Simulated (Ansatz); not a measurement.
# BN (boron nitride) at 6 levels

Wanted: a comparison of 6 runs (UHF/3-21G, U-revPBE/3-21G, UB3LYP/6-31G, UMP2/3-21G, UMP2/6-31G, UBCCD(T)/6-31G) of BN (boron nitride). 

The results are computed with Ansatz 0.2.0.

69 further runs of the same task are left out: 69 set aside as unsound or not needed.

### 1 The system as given

BN: 2 atoms, total charge 0, spin state triplet. SMILES: `B#N`. The N2–B1 distance was set to 1.973 Å, away from the relaxed value.

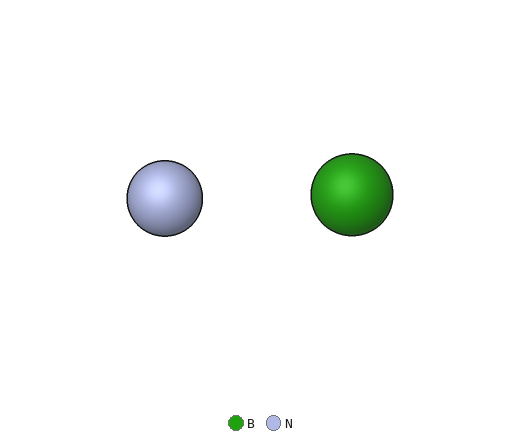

The structure, seen from a chosen angle (boron green, nitrogen light blue).

### 2 The energy at UHF/3-21G (run 1)

The input, molecule.yaml:

```yaml
crystal:
  periodic: [false, false, false]
  atoms:
    - {symbol: B, position_ang: [-0.000000, -0.000000, -0.681250]}
    - {symbol: "N", position_ang: [0.000000, 0.000000, 1.291950]}
basis:
  gaussian: {orbitals: 3-21G.json}
accuracy: high
magnetization: {spin_polarized: true, initial_magnetization: 2}
hamiltonian: {xc: hf}
```

The basis set 3-21G is read from a file made from the Basis Set Exchange's data (not shown).

Launch:

```
$ ansatz run molecule.yaml --threads 1 --pin off --max-ram 3480MiB --events-out events.jsonl --progress --plain --runs-dir runs
```

Output:

```text
Warning: RAYON_NUM_THREADS=1 ignored (pool sized by the plan → 1); use --threads N
Functional definition: HF
  name "HF"
  exchange = exact_x
  correlation = 0
384 factors; integrals over basis functions are off by at most 2.9e-9 eV
mean field evaluation 1: about -2135.1071 eV, gradient 8.3e0 eV
mean field evaluation 2: about -2135.1081 eV, gradient 8.3e0 eV
mean field evaluation 4: about -2135.8143 eV, gradient 1.7e0 eV
mean field evaluation 8: about -2135.9807 eV, gradient 7.2e-2 eV
mean field evaluation 16: about -2136.0141 eV, gradient 3.8e-1 eV
mean field evaluation 32: about -2135.6129 eV, gradient 1.9e0 eV
mean field evaluation 64: about -2135.9615 eV, gradient 4.9e-1 eV
mean field evaluation 96: about -2135.9222 eV, gradient 2.8e-1 eV
mean field evaluation 128: about -2135.7259 eV, gradient 2.1e0 eV
mean field evaluation 160: about -2135.9805 eV, gradient 7.6e-2 eV
mean field evaluation 192: about -2132.3231 eV, gradient 3.2e-1 eV
mean field -2136.03667577 eV, -78.4978999767 hartree, gradient 1.4e-8 eV, S^2 2.501899; 8 other end points of the search recorded, 0 dependent functions left out
reference -2136.03667577 eV, -78.4978999767 hartree; 7, 5 occupied and 11, 13 virtual orbitals, 384 factors
Total energy: -2136.03667577 eV, -78.4978999767 hartree
```

Wall time 0.22 s (1 thread of Intel Xeon 6975P-C (Granite Rapids), shared host).

### 3 The energy at U-revPBE/3-21G (run 2)

The input, run.yaml:

```yaml
crystal:
  periodic: [false, false, false]
  atoms:
    - {symbol: B, position_ang: [-0.000000, -0.000000, -0.681250]}
    - {symbol: N, position_ang: [0.000000, 0.000000, 1.291950]}
basis:
  gaussian:
    orbitals: 3-21G.json
hamiltonian:
  xc: {name: revPBE}
magnetization:
  spin_polarized: true
  initial_magnetization: 2
accuracy: high
```

The basis set 3-21G is read from a file made from the Basis Set Exchange's data (not shown).

Launch:

```
$ ansatz run run.yaml --threads 1 --pin off --max-ram 3480MiB --events-out events.jsonl --progress --plain --runs-dir runs
```

Output:

```text
Warning: RAYON_NUM_THREADS=1 ignored (pool sized by the plan → 1); use --threads N
Functional definition: revPBE
  name "revPBE"
  parameter kappa = 1.245
  parameter beta = 0.06672455060314922
  exchange = pbe_x(kappa = kappa, mu = beta*pi^2/3)
  correlation = pbe_c(beta = beta)
384 factors; integrals over basis functions are off by at most 2.9e-9 eV
mean field evaluation 1: about -2141.3738 eV, gradient 2.6e1 eV
mean field evaluation 2: about -2045.5245 eV, gradient 9.5e1 eV
mean field evaluation 4: about -2146.1026 eV, gradient 2.2e0 eV
mean field evaluation 8: about -2146.1400 eV, gradient 1.0e-1 eV
mean field evaluation 16: about -2146.1401 eV, gradient 4.8e-6 eV
mean field evaluation 32: about -2145.7158 eV, gradient 1.0e-2 eV
mean field -2146.14005509 eV, -78.8691923187 hartree, gradient 4.9e-8 eV, S^2 2.011920; 5 other end points of the search recorded, 0 dependent functions left out
reference -2146.14005713 eV, -78.8691923934 hartree; 7, 5 occupied and 11, 13 virtual orbitals, 384 factors
Total energy: -2146.14005713 eV, -78.8691923934 hartree
```

It took 0.99 s on 1 thread of Intel Xeon 6975P-C (Granite Rapids), shared host.

Runs 3 to 4 aren't shown in full; the table further down has their settings and results.

### 4 The energy at UMP2/6-31G (run 5)

The input, input.yaml:

```yaml
crystal:
  periodic: [false, false, false]
  atoms:
    - symbol: B
      position_ang: [-0.000000, -0.000000, -0.681250]
    - symbol: N
      position_ang: [0.000000, 0.000000, 1.291950]
basis:
  gaussian:
    orbitals: 6-31G
magnetization:
  spin_polarized: true
  initial_magnetization: 2
correlation:
  method: mp2
  frozen_orbitals: {B: 1, "N": 1}
accuracy: high
```

Launch:

```
$ ansatz run input.yaml --threads 1 --pin off --max-ram 3480MiB --events-out events.jsonl --progress --plain --runs-dir runs
```

Output:

```text
Warning: RAYON_NUM_THREADS=1 ignored (pool sized by the plan → 1); use --threads N
Functional definition: HF
  name "HF"
  exchange = exact_x
  correlation = 0
419 factors; integrals over basis functions are off by at most 2.5e-9 eV
mean field evaluation 1: about -2142.7746 eV, gradient 1.7e1 eV
mean field evaluation 2: about -2142.7764 eV, gradient 1.7e1 eV
mean field evaluation 4: about -2145.6075 eV, gradient 2.7e0 eV
mean field evaluation 8: about -2145.7945 eV, gradient 1.3e0 eV
mean field evaluation 16: about -2146.8805 eV, gradient 1.1e-8 eV
mean field evaluation 32: about -2146.3841 eV, gradient 4.3e0 eV
mean field evaluation 64: about -2146.8805 eV, gradient 4.1e-5 eV
mean field evaluation 96: about -2147.1032 eV, gradient 1.5e-4 eV
mean field evaluation 128: about -2145.4672 eV, gradient 9.0e-1 eV
mean field evaluation 160: about -2146.8633 eV, gradient 9.7e-1 eV
mean field evaluation 192: about -2145.4818 eV, gradient 9.9e-2 eV
mean field evaluation 224: about -2147.1032 eV, gradient 1.4e-7 eV
mean field -2147.15937202 eV, -78.9066515247 hartree, gradient 5.4e-8 eV, S^2 2.502356; 18 other end points of the search recorded, 0 dependent functions left out
2 core orbitals not correlated: weight in the atoms' cores, before any rotation towards them, 1.000 or more for the frozen orbitals, at most 0.000 for the correlated occupied ones
reference -2147.15937202 eV, -78.9066515247 hartree; 5, 3 occupied and 11, 13 virtual orbitals, 419 factors
second order -2.07765255 eV of doubles, -0.00000000 eV of singles
Total energy: -2149.23702457 eV, -78.9830038478 hartree
```

Wall time 0.38 s (1 thread of Intel Xeon 6975P-C (Granite Rapids), shared host).

### 5 A single-point energy at UBCCD(T)/6-31G (run 6)

The input, run.yaml:

```yaml
crystal:
  periodic: [false, false, false]
  atoms:
    - {symbol: B, position_ang: [-0.000000, -0.000000, -0.681250]}
    - {symbol: "N", position_ang: [0.000000, 0.000000, 1.291950]}
basis:
  gaussian: {orbitals: 6-31G}
magnetization: {spin_polarized: true, initial_magnetization: 2}
total_charge: 0
accuracy: high
scf: {omitted_lower_state_checks: [cluster_reference, increment]}
correlation: {method: bccd_t, frozen_orbitals: {B: 1, "N": 1}}
```

Launch:

```
$ ansatz run run.yaml --threads 1 --pin off --max-ram 3480MiB --events-out events.jsonl --progress --plain --runs-dir runs
```

Output:

```text
Warning: RAYON_NUM_THREADS=1 ignored (pool sized by the plan → 1); use --threads N
[... 19 lines left out ...]
2 core orbitals not correlated: weight in the atoms' cores, before any rotation towards them, 1.000 or more for the frozen orbitals, at most 0.000 for the correlated occupied ones
[... 52 lines left out ...]
Total energy: -2150.55790011 eV, -79.0315451286 hartree
Checks for a lower state left out: cluster_reference, increment
```

Run time: 0.7 s. Hardware: 1 thread of Intel Xeon 6975P-C (Granite Rapids), shared host.

### 6 The series

```csv
run,level,frozen core orbitals,energy (Eh),⟨S²⟩,wall time
1,UHF/3-21G,–,-78.497900,2.502,0.22 s
2,U-revPBE/3-21G,–,-78.869192,2.012,0.99 s
3,UB3LYP/6-31G,–,-79.307732,2.020,0.89 s
4,UMP2/3-21G,2,-78.571767,2.502,0.22 s
5,UMP2/6-31G,2,-78.983004,2.502,0.38 s
6,UBCCD(T)/6-31G,2,-79.031545,2.502,0.7 s
```

### 7 What came out

| quantity | value |
| --- | --- |
| run 6: total energy | -79.03155 Eh |
| run 6: correlation energy (2 core orbitals frozen) | -124.9 mEh |
| run 6: (T) correction | -3.98 mEh |
| run 6: ⟨S²⟩ of the reference determinant | 2.502 |

In words: Totals of different functionals can't be ranked against each other. Spin contamination of the reference: run 5 ⟨S²⟩ = 2.50, run 6 ⟨S²⟩ = 2.50, run 1 ⟨S²⟩ = 2.50, run 4 ⟨S²⟩ = 2.50. All runs together took 3.4 s, the longest 0.99 s.
